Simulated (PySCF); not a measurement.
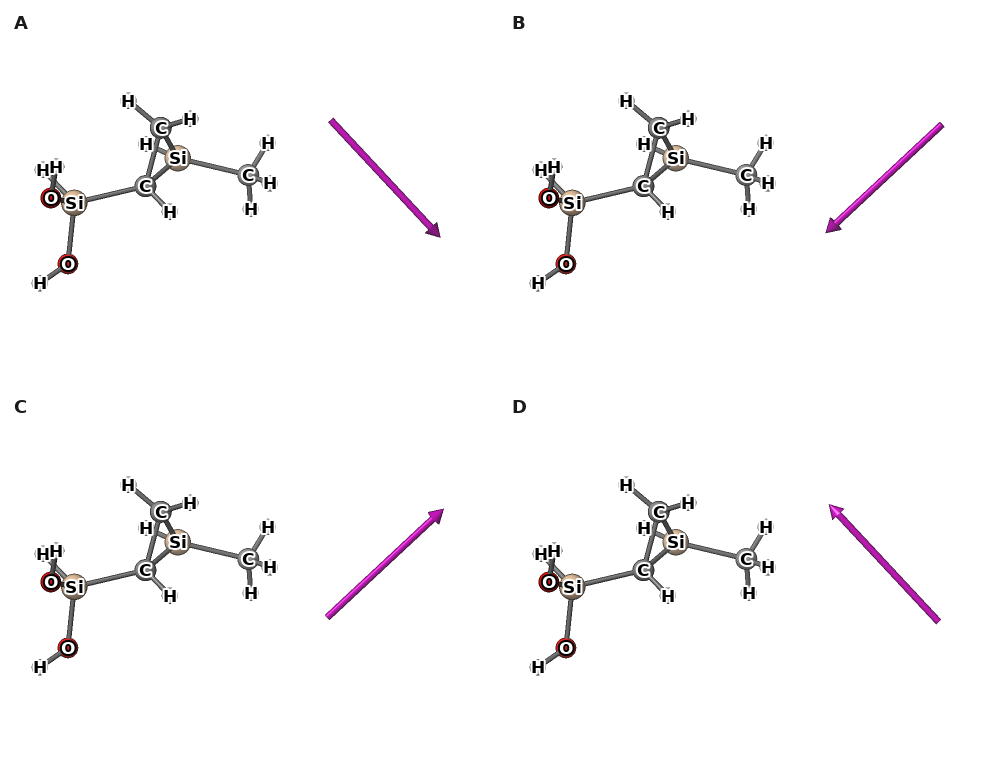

The same molecule four times, each with an arrow. Computed geometry: GFN2-xTB optimisation. No frequency run is at hand to confirm it as a minimum. Properties computed with ωB97X-D/def2-SVPD, gas phase (PySCF 2.14.0).

Question: Which arrow points along the dipole moment, from the negative to the positive end?

Answer: C. The dipole moment is 1.56 D.

The geometry is semi-empirical. Around Si such bond lengths and angles can be off by a tenth of an ångström or more and by several degrees, and values that hang on the shape move with them.
